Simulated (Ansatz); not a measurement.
Band structure of RbLaMg6 (Amm2, 8 atoms in the cell).

```
CELL_PARAMETERS angstrom
      5.38287     0.00000     0.00000
      0.00000     3.64583     6.15327
      0.00000    -3.64583     6.15327
ATOMIC_POSITIONS crystal
  Rb 0.50000 0.33105 0.33105
  La 0.50000 0.83921 0.83921
  Mg 0.50000 0.33866 0.82202
  Mg 0.50000 0.82202 0.33866
  Mg 0.00000 0.16462 0.70364
  Mg 0.00000 0.70364 0.16462
  Mg 0.00000 0.65943 0.65943
  Mg 0.00000 0.14139 0.14139
```

Level of theory: PBEsol, PAW files made with PBE (plane waves; Ansatz, a first-principles code).

Settings: kpoints.mp_grid.grid = 3 3 3; hamiltonian.xc = pbesol; hamiltonian.pseudopotentials = {kind: paw} (the program's default PAW files); scf.occupations.method = fermi_dirac; scf.occupations.width = 0.1 eV; kpoints.band_path.npoints = 8.

The starting cell comes from a database of computed structures (which also holds hypothetical and non-ambient phases and stackings), without a prior relaxation at this level.

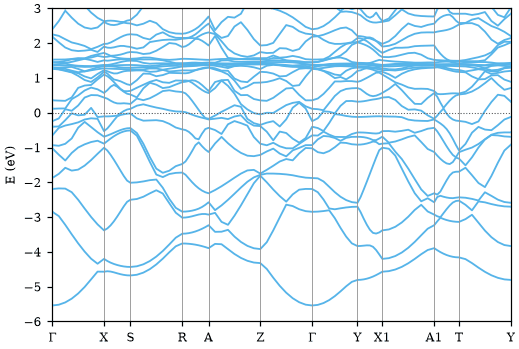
Figure: Bands along the path, energies from the Fermi level.

Levels in eV from the Fermi level, bands 37 to 44:
```json
[
 {"point": "Γ", "37": "-1.02", "38": "-0.93", "39": "-0.65", "40": "-0.40", "41": "-0.24", "42": "0.11", "43": "0.36", "44": "1.26"},
 {"point": "X", "37": "-0.89", "38": "-0.69", "39": "-0.53", "40": "-0.10", "41": "0.44", "42": "0.57", "43": "1.10", "44": "1.18"},
 {"point": "S", "37": "-0.51", "38": "-0.44", "39": "-0.02", "40": "0.11", "41": "0.25", "42": "0.53", "43": "0.63", "44": "0.80"},
 {"point": "R", "37": "-1.72", "38": "-1.47", "39": "-0.48", "40": "0.03", "41": "0.60", "42": "0.88", "43": "0.92", "44": "1.14"},
 {"point": "A", "37": "-2.31", "38": "-1.13", "39": "-0.43", "40": "-0.19", "41": "-0.17", "42": "0.57", "43": "0.62", "44": "1.30"},
 {"point": "Z", "37": "-1.75", "38": "-1.21", "39": "-0.89", "40": "-0.38", "41": "-0.35", "42": "-0.05", "43": "0.36", "44": "0.87"},
 {"point": "Y", "37": "-0.92", "38": "-0.69", "39": "-0.57", "40": "-0.12", "41": "0.32", "42": "0.71", "43": "0.89", "44": "1.20"},
 {"point": "X1", "37": "-0.89", "38": "-0.69", "39": "-0.53", "40": "-0.10", "41": "0.44", "42": "0.57", "43": "1.10", "44": "1.18"},
 {"point": "A1", "37": "-2.31", "38": "-1.13", "39": "-0.43", "40": "-0.19", "41": "-0.17", "42": "0.57", "43": "0.62", "44": "1.30"},
 {"point": "T", "37": "-1.69", "38": "-1.32", "39": "-1.13", "40": "-1.08", "41": "-0.24", "42": "0.52", "43": "0.55", "44": "1.17"}
]
```

Bands cross the Fermi level along this path, so the cell is metallic at this level.

Keys are those of Ansatz 0.2.
